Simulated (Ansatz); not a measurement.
# How Rb2CdSe2O6 absorbs and reflects light

Aim: the dielectric function of Rb2CdSe2O6, and the optical constants that follow from it.

Calculated with Ansatz 0.2.0; DFT, PBE, plane-wave PAW, default files, scalar-relativistic, independent-particle optical response without local fields.

### Step 1. The structure

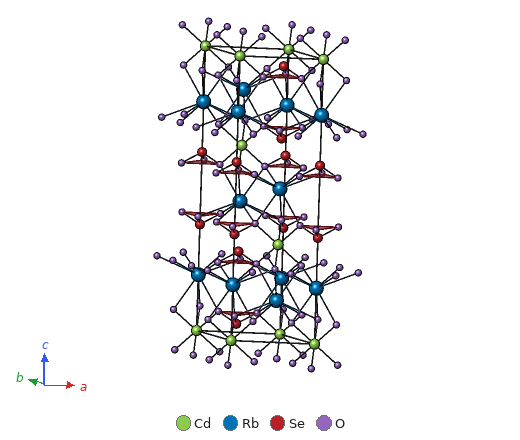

The cell as given, slightly off an axis (cadmium green, rubidium blue, selenium red, oxygen purple). This picture shows the conventional cell, with its axes. Some periodic images of atoms are drawn too.

### Step 2. Ground state and bands

The self-consistent density comes first; it also tells whether there is a gap, which decides the occupations and the need for a Drude term.

This step: DFT, PBE, plane-wave PAW, default files, scalar-relativistic, ground state (Ansatz 0.2.0).

Input file input.yaml:

```yaml
crystal:
  lattice:
    - [2.87515, 1.6599686265, 6.5561666667]
    - [-2.87515, 1.6599686265, 6.5561666667]
    - [0.0, -3.3199372529, 6.5561666667]
  atoms:
    - { symbol: Cd, position: [0.0, 0.0, 0.0] }
    - { symbol: Rb, position: [0.1962333333, 0.1962333333, 0.1962333333] }
    - { symbol: Rb, position: [0.8037666667, 0.8037666667, 0.8037666667] }
    - { symbol: Se, position: [0.3730833333, 0.3730833333, 0.3730833333] }
    - { symbol: Se, position: [0.6269166667, 0.6269166667, 0.6269166667] }
    - { symbol: O, position: [0.25559, 0.25559, 0.71679] }
    - { symbol: O, position: [0.71679, 0.25559, 0.25559] }
    - { symbol: O, position: [0.25559, 0.71679, 0.25559] }
    - { symbol: O, position: [0.28321, 0.74441, 0.74441] }
    - { symbol: O, position: [0.74441, 0.74441, 0.28321] }
    - { symbol: O, position: [0.74441, 0.28321, 0.74441] }
kpoints:
  mp_grid: { grid: [5, 5, 5] }
  band_path:
    path:
      - [[0.0, 0.0, 0.0], [0.5, 0.0, 0.0], [0.5, 0.20940411, -0.20940411]]
      - [[0.79059589, 0.5, 0.20940411], [0.5, 0.5, 0.5], [0.0, 0.0, 0.0], [0.35470205, 0.0, -0.35470205]]
      - [[0.64529795, 0.35470205, 0.0], [0.5, 0.5, 0.0], [0.64529795, 0.64529795, 0.20940411], [0.5, 0.5, 0.5]]
      - [[0.5, 0.0, 0.0], [0.79059589, 0.35470205, 0.35470205]]
    npoints: 6
scf:
  occupations: { method: fermi_dirac, width: 0.05 }
  n_extra_bands: 15
hamiltonian:
  xc: pbe
  pseudopotentials: { kind: paw }
output:
  forces: true
  stress: true
  populations: true
  write_bands: true
```

The run is started by

```
ansatz run input.yaml --threads 4 --pin off --max-ram 8192MiB --backend cpu --events-out ev --progress --plain --runs-dir out
```

Numbers of over 12 decimals in the logs are rounded to 6 here.

The log of the run:

```text
scf.n_extra_bands = 15 over 53 filled bands (N_el = 106.0): the run solves 68 bands
Engine: ansatz 0.2.0, x86_64-unknown-linux-gnu
Pseudopotentials: kind: paw
Pseudopotential: Cd, paw, valence charge 20, recommended cutoff 420 eV (normal), Cd.paw.azcp
Pseudopotential: Rb, paw, valence charge 9, recommended cutoff 420 eV (normal), Rb.paw.azcp
Pseudopotential: Se, paw, valence charge 16, recommended cutoff 420 eV (normal), Se.paw.azcp
Pseudopotential: O, paw, valence charge 6, recommended cutoff 420 eV (normal), O.paw.azcp
Functional definition: PBE
  parameter kappa = 0.804
  parameter beta = 0.066725
  exchange = pbe_x(kappa = kappa, mu = beta*pi^2/3)
  correlation = pbe_c(beta = beta)
Crystal: 11 atoms, lattice volume = 187.742 Å³
Basis set: ecut = 420 eV, 3717 PW (Γ), exchange–correlation on 100×100×100 points (8 copies of the dense FFT grid, shifted against one another)
Bands: 68, of which v1, the nominal top of the filled ones, is band 53 counted from 1 (52 counted from 0)
Symmetry: 12 space group operations
Space group: R-3m (ITA 166), of the structure as read, at distance tolerance 5.7e-5 Å
k-points: 19 of 125
Non-local potential: Cd, projectors of the file, l = 0: 3, l = 1: 2, l = 2: 2, l = 3: 1
Non-local potential: Rb, projectors of the file, l = 0: 3, l = 1: 2, l = 2: 2
Non-local potential: Se, projectors of the file, l = 0: 2, l = 1: 2, l = 2: 3, l = 3: 1
Non-local potential: O, projectors of the file, l = 0: 2, l = 1: 2, l = 2: 1
PAW form: soft (Blöchl's): semilocal exchange-correlation on the pseudo side does not see the compensation charge
PAW one-centre angular grid: Cd, 590 points (default); XC on 64 Gauss nodes
PAW one-centre angular grid: Rb, 110 points (default); XC on 64 Gauss nodes
PAW one-centre angular grid: Se, 590 points (default); XC on 64 Gauss nodes
PAW one-centre angular grid: O, 110 points (default); XC on 64 Gauss nodes
Initial density: superposition of atomic densities (neutral atoms: chi_scale 0, normalization atom), corrected by the library's trained network
Initial wavefunctions: pseudopotential atomic-orbital guess
Functional: x = pbe(κ = 0.804, μ = 0.219515), c = pbe(β = 0.066725)
SCF iter   1: F=—  HF=-29130.882788 eV  |F-HF|=—  |Δ(HF+E_count)|=         —  Δρ=1.26e-3  dr2=8.09e-4  ethr=1.77e-3  ⟨swp⟩=6.2  Hψ=5423  notcnv=0  defer=29
preconditioner: auto → Resta (q_TF=auto, 2.480 Å⁻¹)  ε∞=3.4  [insulator: Δε(μ)=3.868 eV  Ē_g=15.305 eV  σ=0.050 eV  W_gap=1.00  n_scr=46 (ndim 8)  ℏωp=23.9 eV  f_vac=0.059  D(μ)=0.00/eV (n_scr^D=0)  ε∞_Penn≈3.4]
SCF iter   2: F=—  HF=-29130.886565 eV  |F-HF|=—  |Δ(HF+E_count)|=   3.78e-3  Δρ=6.74e-4  dr2=2.23e-4  ethr=7.63e-7  ⟨swp⟩=2.8  Hψ=2641  notcnv=0  defer=109
SCF iter   3: F=—  HF=-29130.887634 eV  |F-HF|=—  |Δ(HF+E_count)|=   1.07e-3  Δρ=1.07e-4  dr2=1.49e-5  ethr=2.11e-7  ⟨swp⟩=2.0  Hψ=2062  notcnv=0  defer=109
SCF iter   4: F=—  HF=-29130.887692 eV  |F-HF|=—  |Δ(HF+E_count)|=   5.77e-5  Δρ=4.02e-5  dr2=2.39e-6  ethr=1.40e-8  ⟨swp⟩=2.0  Hψ=1718  notcnv=0  defer=109
SCF iter   5: F=—  HF=-29130.887694 eV  |F-HF|=—  |Δ(HF+E_count)|=   1.73e-6  Δρ=1.22e-5  dr2=2.53e-7  ethr=2.25e-9  ⟨swp⟩=2.0  Hψ=1834  notcnv=0  defer=109
SCF iter   6: F=-29130.887694 eV  HF=-29130.887694 eV  |F-HF|=3.16e-8  |Δ(HF+E_count)|=   7.16e-8  Δρ=6.61e-6  dr2=7.54e-8  ethr=9.43e-11  ⟨swp⟩=10.6  Hψ=6435  notcnv=0
SCF 1 converged in 6 iterations: F = -29130.887694 eV  dr2 = 7.54e-8
  greatest PAW one-centre occupation: 1.000 electrons in one spin orbital (limit 2), on the Cd atom at site 0 (counted from 0), in its partial waves of l = 1
NSCF: frozen V_eff on 58 k-points
SCF converged after 6 iterations
Free energy (F): -29130.887694 eV
Harris-Foulkes:  -29130.887694 eV  (|F-HF|=3.16e-8)
Internal energy: -29130.887694 eV  (E = F + TS)
E sigma→0 (E₀):  -29130.887694 eV
Fermi energy:    7.842599 eV
--- Per-component energies (eV) ---
  E_band       = -1521.593806
  E_kinetic    = 2180.996092
  E_local      = -13855.283391  (includes V_loc(G=0)·N_el)
  E_nonlocal   = -504.258599
  E_hartree    = 6163.205546
  E_xc         = -1089.168187
  E_vxc        = -1257.121602  (∫ρ·V_xc dr)
  E_paw        = -14103.009527  (= ΣΔE_a)
  E_vpaw       = -412.354163  (= ΣTr[D̂ρ^β])
  E_aug_tail   = 0.013782  (compensation charges beyond the density's cutoff)
  E_ewald      = -7923.383409
  E_smearing   = -0.000000  (= −TS)
  E_closure    = 0.000000  (closes the sum)
  Σ components = -29130.887694   (vs F -29130.887694, Δ=0.00e0)
--- Forces (eV/Å), atoms counted from 1 ---
  atom   1  Cd     0.00000000     0.00000000     0.00000000
  atom   2  Rb    -0.00000000     0.00000000     0.06109349
  atom   3  Rb     0.00000000    -0.00000000    -0.06109349
  atom   4  Se     0.00000000    -0.00000000    -1.32063889
  atom   5  Se    -0.00000000     0.00000000     1.32063889
  atom   6  O      0.00000000    -0.85715412     0.53687737
  atom   7  O      0.74231725     0.42857706     0.53687737
  atom   8  O     -0.74231725     0.42857706     0.53687737
  atom   9  O     -0.74231725    -0.42857706    -0.53687737
  atom  10  O     -0.00000000     0.85715412    -0.53687737
  atom  11  O      0.74231725    -0.42857706    -0.53687737
  max |Σ_I F_I| component: 2.22e-16 eV/Å
--- Stress (GPa, compression-positive) ---
        5.873078       0.000000       0.000000
        0.000000       5.873078      -0.000000
       -0.000000      -0.000000       3.902247
  P = ⅓ Tr σ = 5.2161 GPa (52.161 kbar)
--- Band table (eV; the first three rows and the last of 19) ---
  k-point 0: bands = [... 49 lower, 5.4815, 5.4957, 5.4957, 5.5667, 9.6863, 10.7478, 10.7478, 11.4185, ... 11 higher]
  k-point 1: bands = [... 49 lower, 5.3201, 5.4005, 5.5225, 5.6458, 10.0778, 10.7062, 10.7387, 11.8057, ... 11 higher]
  k-point 2: bands = [... 49 lower, 5.2384, 5.4912, 5.5370, 5.7716, 10.4371, 10.7309, 11.3966, 12.1497, ... 11 higher]
  k-point 18: bands = [... 49 lower, 5.3967, 5.4828, 5.5025, 5.7261, 10.3272, 10.8708, 10.8866, 11.3063, ... 11 higher]
--- Löwdin populations: 11 sites ---
  site symbol       q [e]
     0     Cd     18.5306
     1     Rb      8.2354
     2     Rb      8.2354
     3     Se     14.4586
     4     Se     14.4586
     5      O      6.8814
     6      O      6.8814
     7      O      6.8814
     8      O      6.8814
     9      O      6.8814
    10      O      6.8814
  spilling = 0.007480 (of n_electrons = 106.000000)
```

Elapsed: 6.5 s, on 4 threads of Intel Xeon 6975P-C (Granite Rapids), shared host; peak memory 0.91 GiB.

Read-outs, printed or worked out from the files:

| Property | Result |
| --- | --- |
| free energy | -29130.8877 eV |
| Fermi energy | 7.843 eV |
| gap by band count | 3.871 eV |
| electrons | 106 |
| symmetry operations | 12 |
| pressure | 5.216 GPa |
| gap on the k-mesh | 3.871 eV |
| volume | 187.7 Å³ |
| gap on the path | 3.860 eV |
| least direct gap on the path | 4.120 eV |

There is a gap, 3.86 eV on the path, so no carriers' term is needed. The cell is left with a pressure of 5.2 GPa and forces up to 1.32 eV/Å, as it stands unrelaxed at this level.

The electronic bands at the labelled points (eV, zero at the Fermi level; v1 is the highest filled band, c1 the lowest empty one):

```
    point     v4     v3     v2     v1    c1    c2    c3    c4
        Γ  -2.36  -2.35  -2.35  -2.28  1.84  2.90  2.90  3.58
        L  -2.62  -2.33  -2.30  -2.05  2.66  2.90  3.68  4.43
       B1  -2.65  -2.64  -2.21  -2.02  2.50  3.53  3.83  4.46
jump to B  -2.65  -2.64  -2.21  -2.02  2.50  3.53  3.83  4.46
        Z  -2.43  -2.41  -2.30  -2.15  2.13  2.85  2.98  2.98
        Γ  -2.36  -2.35  -2.35  -2.28  1.84  2.90  2.90  3.58
        X  -2.66  -2.65  -2.21  -2.02  2.48  3.58  3.80  4.47
jump to Q  -2.66  -2.65  -2.21  -2.02  2.48  3.58  3.80  4.47
        F  -2.62  -2.26  -2.21  -2.07  2.60  3.06  3.71  4.37
       P1  -2.61  -2.28  -2.23  -2.06  2.65  3.04  3.68  4.36
        Z  -2.43  -2.41  -2.30  -2.15  2.13  2.85  2.98  2.98
jump to L  -2.62  -2.33  -2.30  -2.05  2.66  2.90  3.68  4.43
        P  -2.61  -2.28  -2.23  -2.06  2.65  3.04  3.68  4.36
```

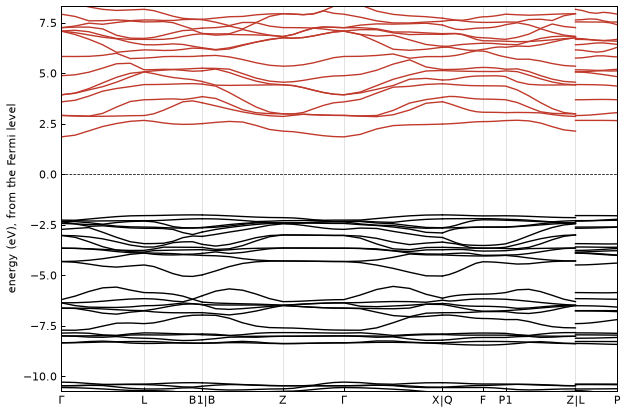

Electronic bands along the path; lines of filled and empty bands in two colours.

### Step 3. Spectrum

The spectrum is a sum over vertical transitions between filled and empty bands at the fixed density, so many empty bands are needed.

This step: DFT, PBE, plane-wave PAW, default files, scalar-relativistic, independent-particle optical response without local fields (Ansatz 0.2.0).

input.yaml, the sections that differ from step 2:

```yaml
kpoints:
  mp_grid: { grid: [5, 5, 5] }
scf:
  occupations: { method: fixed }
output:
  optics:
    e_range: [0, 14]
    de: 0.05
    sigma: 0.15
    nscf_kmesh: { grid: [6, 6, 6] }
    bands: { spectra_wanted_up_to: 14 }
# crystal, hamiltonian: as in step 2
```

The log of the run:

```text
[...]
Crystal: 11 atoms, lattice volume = 187.742 Å³
Basis set: ecut = 420 eV, 3717 PW (Γ)
Bands: 64, of which v1, the nominal top of the filled ones, is band 53 counted from 1 (52 counted from 0)
Symmetry: 12 space group operations
[...]
k-points: 19 of 125
[...]
SCF iter   1: F=—  HF=-29130.883647 eV  |F-HF|=—  |Δ(HF+E_count)|=         —  Δρ=1.26e-3  dr2=7.91e-4  ethr=1.77e-3  ⟨swp⟩=4.7  Hψ=4469  notcnv=0  defer=165
[...]
SCF iter  10: F=-29130.887973 eV  HF=-29130.887973 eV  |F-HF|=7.28e-12  |Δ(HF+E_count)|=  5.82e-11  Δρ=3.29e-8  dr2=2.90e-12  ethr=1.00e-12  ⟨swp⟩=11.4  Hψ=4842  notcnv=0
SCF 1 converged in 10 iterations: F = -29130.887973 eV  dr2 = 2.90e-12
[...]
NSCF: frozen V_eff on 32 k-points
[...]
output.optics: what the bands over the 112 summed would add to eps1, eps2 and the energy-loss function is held between a lower and an upper bound (8 Lanczos steps). eps1, eps2 and their loss function (loss_summed_bands) are given on every row as the summed bands alone make them. Along an axis, on a row where the two bounds hold the loss function to about 1 % of the greater of itself and 0.5 % of |1/eps|, its cell (loss_completed) is given, with the completed eps1 and eps2 that it is formed of (a cell that is left empty reads nan in the table and null in the record). The two bounds hold it so along every axis on all 281 rows up to 14.000 eV. [rest of the remark cut]
SCF converged after 10 iterations
Free energy (F): -29130.887973 eV
[...]
Internal energy: -29130.887973 eV  (E = F + TS)
E sigma→0 (E₀):  -29130.887973 eV
Fermi energy:    5.815233 eV
[...]
--- Band table (eV; the first three rows and the last of 19) ---
  k-point 0: bands = [... 49 lower, 5.4815, 5.4957, 5.4957, 5.5667, 9.6863, 10.7478, 10.7478, 11.4186, ... 7 higher]
  k-point 1: bands = [... 49 lower, 5.3200, 5.4005, 5.5225, 5.6458, 10.0778, 10.7062, 10.7388, 11.8057, ... 7 higher]
  k-point 2: bands = [... 49 lower, 5.2384, 5.4912, 5.5370, 5.7715, 10.4371, 10.7309, 11.3966, 12.1497, ... 7 higher]
  k-point 18: bands = [... 49 lower, 5.3966, 5.4828, 5.5025, 5.7261, 10.3273, 10.8708, 10.8866, 11.3063, ... 7 higher]
```

Wall time 77 s (4 threads); peak memory 2.5 GiB; 4.4 min of CPU time.

Read-outs, printed or worked out from the files:

```
electronic dielectric constant ε∞, mean over x, y and z (by symmetry where fewer were run) : 3.597
absorption onset, first axis (α over 10⁴ cm⁻¹, or the direct gap if that lies higher)      : 4.300 eV
main peak of Im epsilon, first axis                                                        : 5.201 eV
least direct gap on the mesh                                                               : 4.120 eV
bands summed                                                                               : 112
spectra valid up to                                                                        : 23.65 eV
program's estimate of the k-sum error in Im epsilon                                        : 0.07 %
electrons in the f-sum                                                                     : 49.12
```

The Im ε has structure finer than the step of the table below, so its rows give means over 1 eV, whole bins alone (the curve runs from 0 to 14 eV). Peaks (eV: height): E ∥ x or y 5.2: 5.30, 7.2: 4.91, 8.8: 3.64, 11.4: 2.82; E ∥ z 6.0: 3.14, 7.2: 1.98, 8.0: 2.71, 9.6: 4.77, 11.5: 3.43.

Table of Im ε by photon energy; means over each step:

```
photon energy (eV)  E ∥ x or y   E ∥ z
                 3           0       0
                 4       0.105  0.0803
                 5        3.17   0.964
                 6        3.20    2.30
                 7        4.14    1.64
                 8        2.56    1.78
                 9        3.05    2.25
                10        2.43    4.29
                11        2.66    2.90
                12        1.91    2.25
                13        1.30    1.52
```

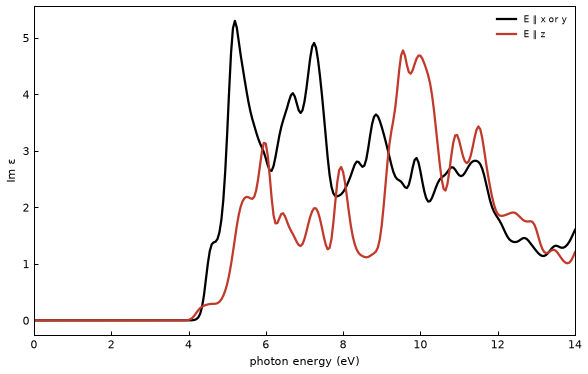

Im ε against photon energy.

The Re ε by photon energy:

```
photon energy (eV)  E ∥ x or y  E ∥ z
                 0        3.79   3.20
                 1        3.84   3.23
                 2        4.00   3.32
                 3        4.34   3.50
                 4        5.24   3.97
                 5        7.76   5.06
                 6        3.49   3.23
                 7        3.46   3.51
                 8        2.26   2.84
                 9        1.47   4.96
                10        1.16   2.02
                11        1.30   1.16
                12       0.483  0.424
                13        1.07  0.509
                14        1.90   1.53
```

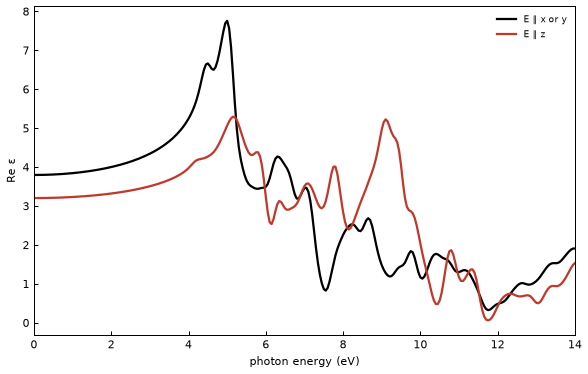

Re ε against photon energy.

The refractive index n and extinction k by photon energy:

```
photon energy (eV)  n, E ∥ x or y  k, E ∥ x or y  n, E ∥ z  k, E ∥ z
                 0           1.95              0      1.79         0
                 2           2.00              0      1.82         0
                 4           2.29         1.0e-4      1.99   0.00205
                 6           2.00          0.716      1.97     0.795
                 8           1.65          0.687      1.83     0.717
                10           1.42          0.927      1.89      1.24
                12           1.09          0.835      1.09     0.868
                14           1.48          0.540      1.32     0.457
```

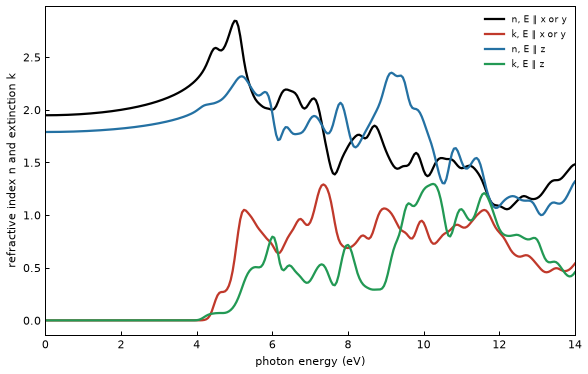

Refractive index n and extinction k against photon energy.

The loss function −Im 1/ε at q → 0 has structure finer than the step of the table below, so its rows give means over 1 eV, whole bins alone (the curve runs from 0 to 14 eV). Peaks (eV: height): E ∥ x or y 7.7: 0.332, 10.1: 0.346, 12.2: 0.570; E ∥ z 6.2: 0.195, 8.2: 0.204, 10.6: 0.365, 13.2: 0.641.

Table of loss function −Im 1/ε at q → 0 by energy loss; means over each step:

```
energy loss (eV)  E ∥ x or y    E ∥ z
               3           0        0
               4     0.00247  0.00454
               5      0.0642   0.0365
               6       0.131    0.133
               7       0.160    0.129
               8       0.244    0.138
               9       0.248   0.0825
              10       0.293    0.199
              11       0.297    0.288
              12       0.484    0.432
              13       0.422    0.535
```

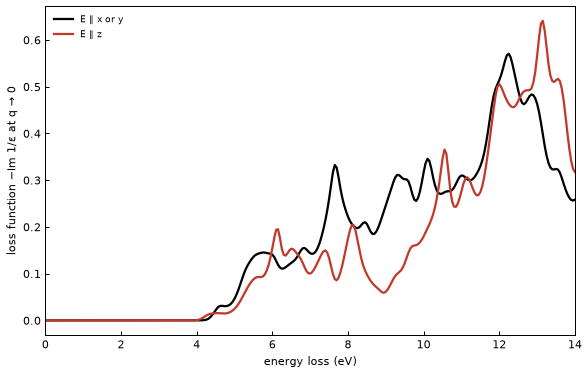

Loss function −Im 1/ε at q → 0, plotted against energy loss.

Values under 1 per cm are given as 1. Table of absorption coefficient by photon energy:

```
photon energy (eV)  E ∥ x or y (1/cm)  E ∥ z (1/cm)
              0.00                  1             1
              1.00                  1             1
              2.00                  1             1
              3.00                  1             1
              4.00               42.2           831
              5.00              2.9e5         72444
              6.00              4.4e5         4.8e5
              7.00              6.6e5         2.7e5
              8.00              5.6e5         5.8e5
              9.00              9.7e5         3.4e5
             10.00              9.4e5         1.3e6
             11.00              9.9e5         1.2e6
             12.00              1.0e6         1.1e6
             13.00              7.0e5         1.0e6
             14.00              7.7e5         6.5e5
```

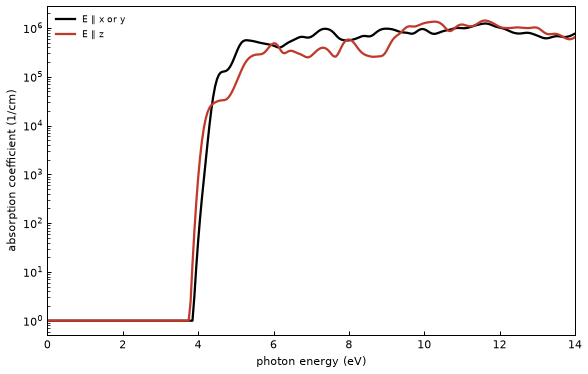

Absorption coefficient against photon energy.

At chosen wavelengths:

```
wavelength (nm)  n xy   k xy  R (%) xy     1/α xy   n z    k z  R (%) z      1/α z
           1550  1.96  0.000      10.5  over 1 mm  1.79  0.000      8.1  over 1 mm
            800  1.98  0.000      10.8  over 1 mm  1.81  0.000      8.3  over 1 mm
            532  2.02  0.000      11.4  over 1 mm  1.83  0.000      8.7  over 1 mm
            450  2.06  0.000      12.0  over 1 mm  1.86  0.000      9.0  over 1 mm
            405  2.09  0.000      12.5  over 1 mm  1.88  0.000      9.3  over 1 mm
            248  2.84  0.579      24.7      34 nm  2.25  0.143     15.0     138 nm
            193  2.19  0.795      18.9      19 nm  1.82  0.518     11.5      30 nm
```

Rows near the edge hang on the gap, which this functional as a rule makes too small, and phonon-assisted absorption is left out.

A film 1 µm thick would pass 81 % of daylight and look colourless in transmission (x = 0.314, y = 0.330).

At 1064 nm the birefringence n(z) − n(x) is -0.165: the crystal is uniaxial negative at this level.

The f-sum over the summed bands holds 49.1 of the cell's 106 electrons outside the frozen cores, 44 of which lie in bands more than 12 eV below the Fermi level, whose transitions come at higher energies. Up to 14 eV the strength has a mean oscillator energy of 8.2 eV, and these transitions give 74 % of ε∞ − 1 along x; the rest comes from higher ones.

(Continued in part 2 of 2.)

[Logs are printed without paths, hosts, clocks, repeated set-up lines and the standing remarks that a program may print on its own settings, such as how far it seeks lower states.]

[Hosts, paths, dates, database ids (printed as entryN), source tags and the programs' standing remarks are cut or masked in the printed files.]
